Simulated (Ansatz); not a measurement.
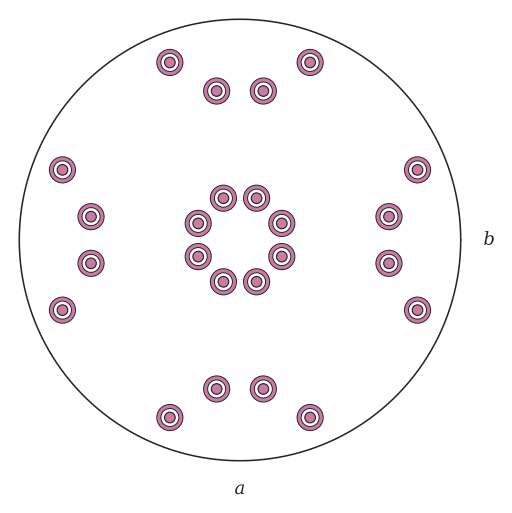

Stereographic projection: filled dots lie in the upper hemisphere, open rings in the lower. The c axis points at the viewer. The poles are all faces of one general form. Computed from the symmetry operations of a computed or model structure of composition SiGe2, which need not be its known form.

Question: Identify the point group and its elements.

Answer: m-3m (Oh), order 48, cubic system: three fourfold axes, four threefold axes, six twofold axes, nine mirror planes, an inversion centre.

Question: Which physical properties does it allow?

Answer: It is centrosymmetric, so neither piezoelectric nor pyroelectric; it is not chiral.
